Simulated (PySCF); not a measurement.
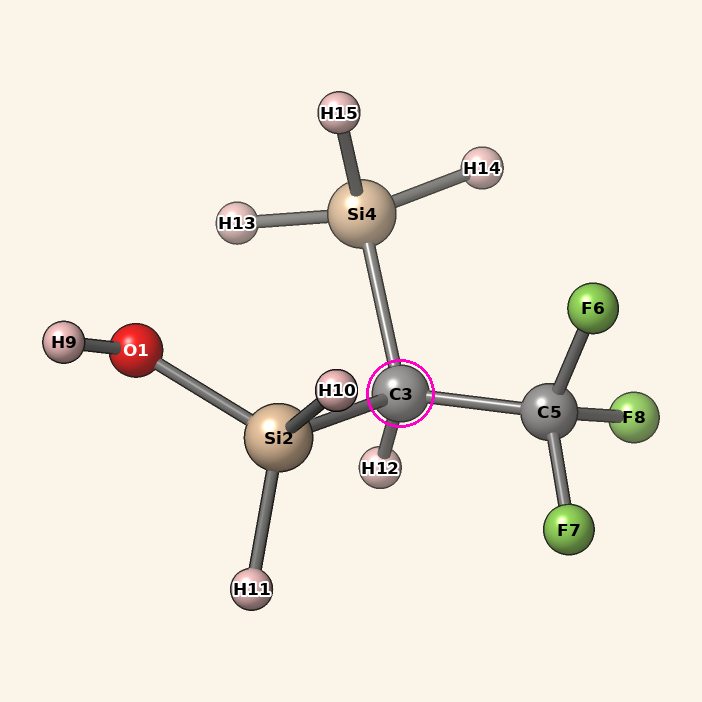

Atoms fade into the background with distance from the viewer. Circles mark the stereogenic atoms. The geometry was computed by an optimisation with PBE0-D3(BJ)/def2-SVP. No frequency run is at hand to confirm it as a minimum.

**Assign CIP descriptors.**

C3: R (priorities Si2 > Si4 > C5 > H12).

**Write the isomeric SMILES.**

O[SiH2][C@@H]([SiH3])C(F)(F)F
